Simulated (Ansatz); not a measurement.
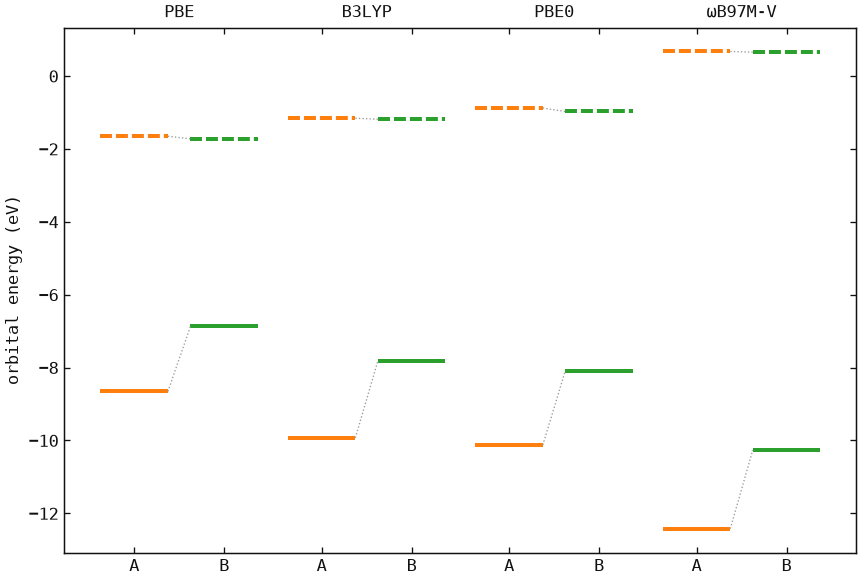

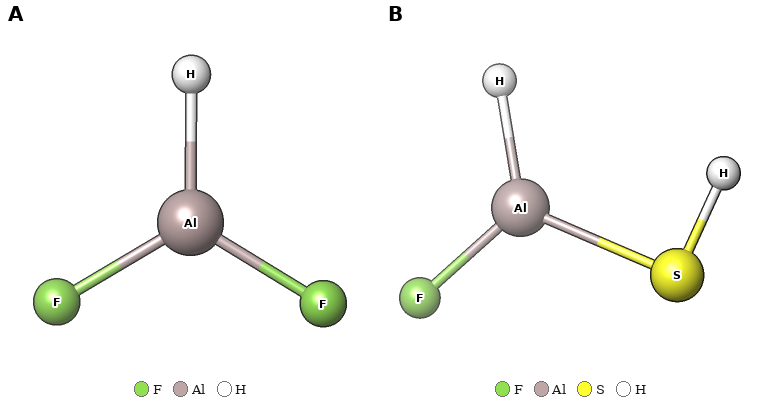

One change: A, AlHF₂ (SMILES [F][AlH][F]), becomes B, AlH₂SF (SMILES [F][AlH][SH]). F on Al is replaced by SH. HOMO (solid) and LUMO (dashed) computed in def2-TZVPP at PBE0-D4/def2-TZVP geometries, both minima by their frequencies, gas phase, the Ansatz code 0.2.0. Empty levels above zero depend strongly on the basis.

### What does the change do to HOMO and LUMO?

PBE: the HOMO rises by 1.78 eV, the LUMO falls by 0.07 eV, and the separation goes from 7.00 to 5.15 eV. B3LYP: the HOMO rises by 2.11 eV, the LUMO falls by 0.03 eV, and the separation goes from 8.77 to 6.63 eV. PBE0: the HOMO rises by 2.04 eV, the LUMO falls by 0.10 eV, and the separation goes from 9.25 to 7.11 eV. ωB97M-V: the HOMO rises by 2.16 eV, the LUMO falls by 0.02 eV, and the separation goes from 13.10 to 10.92 eV.

### Do the functionals agree on the effect?

They agree on the direction for both levels; the HOMO shift lies between 1.78 and 2.16 eV and the LUMO shift between −0.10 and −0.02 eV, while the separations themselves differ by up to 6.1 eV between functionals.
